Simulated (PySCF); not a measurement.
# SiCNClF2 (SMILES N#C[Si](F)(F)Cl): MP2/ma-def2-SVP

Aim: the vertical ionisation energy of SiCNClF2 at MP2/ma-def2-SVP, from 2 runs. The job is set up through a Python script.

The results are computed with PySCF 2.14.0.

## (1) The system as given

SiCNClF2: 6 atoms, total charge 0, spin state singlet. As SMILES, `N#C[Si](F)(F)Cl`. Geometry: relaxed at PBE0-D4/def2-TZVP.

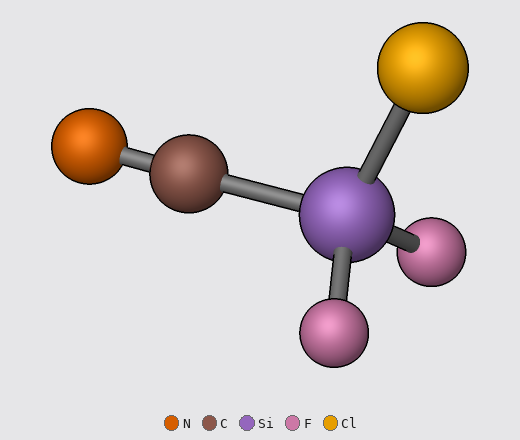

Viewed from a chosen angle; nitrogen orange, carbon brown, silicon purple, fluorine pink, chlorine amber.

## (2) The energy at MP2/ma-def2-SVP

Contents of calc.py:

```python
from pyscf import gto, mp

mol = gto.Mole()
mol.atom = '''
N      3.638479    -2.063959     2.035991
C      1.946607    -1.151410     1.020452
Si    -0.745308     0.333915    -0.548587
F     -2.811724    -1.739115    -0.997208
F      0.165540     1.359091    -3.172850
Cl    -2.114415     3.140536     1.574898
'''
mol.unit = 'bohr'
mol.basis = 'ma-def2-svp'
mol.verbose = 3
mol.max_memory = 1860
mol.spin = 0
mol.charge = 0
mol.build()

myscf = mol.RHF()
myscf.conv_tol = 1e-10
myscf.kernel()
if not myscf.converged:
    myscf = myscf.newton().run(myscf.mo_coeff, myscf.mo_occ)

pt = mp.MP2(myscf, frozen=14).run()
e_tot = pt.e_tot
print('E = %.10f Eh' % e_tot)
```

The run is started by

```console
$ OMP_NUM_THREADS=1 python calc.py
```

Log:

```text
converged SCF energy = -1039.34568745275
E(RMP2) = -1040.22241212523  E_corr = -0.876724672478089
E(SCS-RMP2) = -1040.18939748244  E_corr = -0.843710029695209
E = -1040.2224121252 Eh
```

Run time: 3.6 s. Hardware: 1 thread of Arm Neoverse V2, shared host; peak memory 0.38 GiB.

## (3) The doublet cation at the same level

Contents of calc.py:

```python
from pyscf import gto, scf, mp

system = gto.M(
    atom=[
    ('N', (1.925400, -1.092200, 1.077400)),
    ('C', (1.030100, -0.609300, 0.540000)),
    ('Si', (-0.394400, 0.176700, -0.290300)),
    ('F', (-1.487900, -0.920300, -0.527700)),
    ('F', (0.087600, 0.719200, -1.679000)),
    ('Cl', (-1.118900, 1.661900, 0.833400)),
],
    charge=1,
    spin=1,
    basis='ma-def2-svp',
    max_memory=1860,
    verbose=3,
)

mf = scf.UHF(system)
mf.conv_tol = 1e-10
mf.kernel()
if not mf.converged:
    mf = mf.newton().run(mf.mo_coeff, mf.mo_occ)

pt = mp.MP2(mf, frozen=14).run()
etot = pt.e_tot
print(f'total energy: {etot:.8f} hartree')
```

The run is started by

```console
$ OMP_NUM_THREADS=1 python calc.py
```

Log:

```text
converged SCF energy = -1038.889173811  <S^2> = 0.75951767  2S+1 = 2.0094951
E(UMP2) = -1039.70662420705  E_corr = -0.817450396054006
E(SCS-UMP2) = -1039.67840559798  E_corr = -0.789231786985023
total energy: -1039.70662421 hartree
```

Wall time 11 s (1 thread of Arm Neoverse V2, shared host); peak memory 0.4 GiB.

## (4) Summary of results

Level: MP2/ma-def2-SVP, 14 core orbitals frozen.

| quantity | value |
| --- | --- |
| singlet SiCNClF2: total energy | -1040.22241 Eh |
| singlet SiCNClF2: dipole moment (Hartree–Fock density) | 1.98 D |
| singlet SiCNClF2: HOMO energy (Hartree–Fock orbitals) | -13.96 eV |
| singlet SiCNClF2: LUMO energy (Hartree–Fock orbitals) | 1.16 eV |
| singlet SiCNClF2: HOMO–LUMO gap (Hartree–Fock orbitals) | 15.12 eV |
| singlet SiCNClF2: correlation energy (14 core orbitals frozen) | -876.7 mEh |
| doublet cation: total energy | -1039.70662 Eh |
| doublet cation: HOMO energy (Hartree–Fock orbitals) (highest over α and β) | -19.05 eV |
| doublet cation: LUMO energy (Hartree–Fock orbitals) (lowest over α and β) | -10.97 eV |
| doublet cation: correlation energy (14 core orbitals frozen) | -817.5 mEh |
| doublet cation: ⟨S²⟩ of the reference determinant | 0.760 |
| vertical ionisation energy (to the doublet cation) | 14.035 eV |

In words: Removing an electron at fixed nuclei costs 14.04 eV (1354 kJ/mol). Mulliken charges (singlet SiCNClF2) of the mean-field density run from -0.51 on C2 to +1.44 on Si3. Mulliken charges (doublet cation) of the mean-field density run from -0.25 on F4 to +1.34 on Si3.
